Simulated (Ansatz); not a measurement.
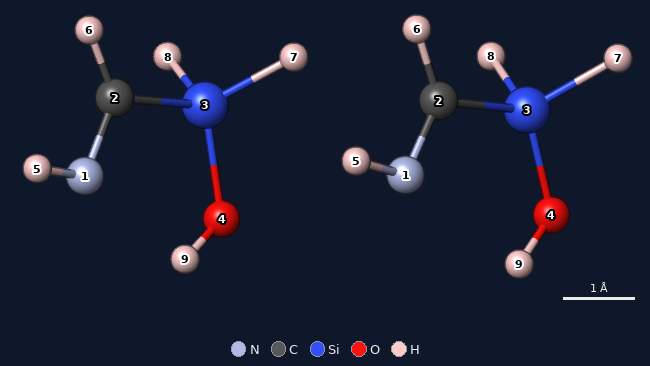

Two geometries of CH5NOSi, drawn at one scale. One is the start of a relaxation, the other its converged end. Style: ball-and-stick. Shown from a free direction.

These are results of Ansatz 0.2.0, RHF/def2-SVP, not measurements. (no spin polarisation; force threshold 0.015 eV/Å; at most 40 steps)

Which one is relaxed?

The left one is the relaxed one. The run prepares an end point of a later path (torsion) calculation, from a guessed geometry. Over 7 geometry steps the energy falls by 41.2 kJ/mol. The largest force component goes from 5.1 to 0.011 eV/Å. The largest move after the best rigid fit is that of H9, 0.17 Å. By element the largest moves are H 0.17 Å, O 0.13 Å, Si 0.09 Å, N 0.07 Å, C 0.05 Å. Near-neighbour distances that change, for instance: Si3–O4 1.573 → 1.642 Å, N1–H5 1.076 → 1.010 Å, O4–H9 1.007 → 0.949 Å, Si3–H7 1.521 → 1.479 Å. Among the angles between lasting bonds that change: C2–Si3–O4 113.8° → 105.5°, H7–Si3–H8 103.8° → 108.3°, Si3–C2–H6 119.2° → 122.5°.
